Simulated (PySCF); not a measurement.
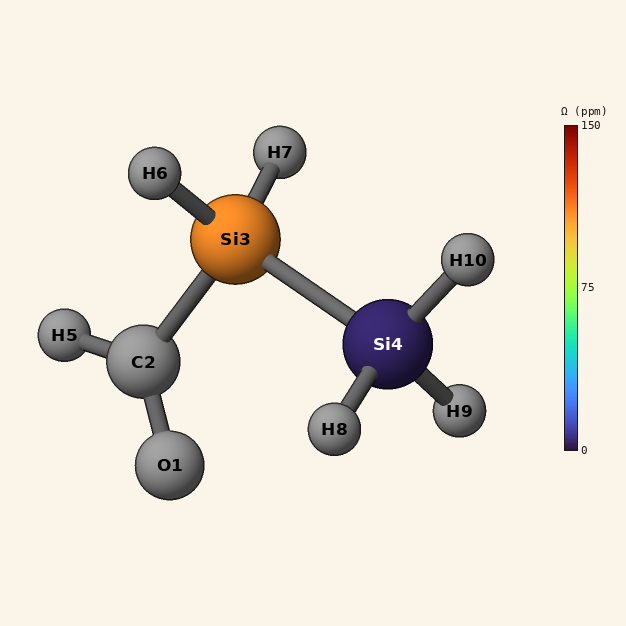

The Si atoms are coloured by the span of their shielding tensor. Computed geometry: PBE0-D3(BJ)/def2-SVP optimisation. No frequency run is at hand to confirm it as a minimum. Method: GIAO B3LYP/pcSseg-2 NMR shielding, non-relativistic, gas phase (PySCF 2.14.0). Principal shieldings σ11 ≤ σ22 ≤ σ33, span Ω = σ33 − σ11, skew κ = 3(σiso − σ22)/Ω.

Which Si atom has the most anisotropic shielding?

Answer. Si3, with a span of 109 ppm.

Give the shielding tensors of the Si atoms.

```
atom    σ11    σ22    σ33   σiso      Ω      κ
 Si3  342.0  406.7  451.1  400.0  109.1  −0.19
 Si4  433.8  438.5  438.8  437.1    5.1  −0.88
```

Shieldings and span in ppm.
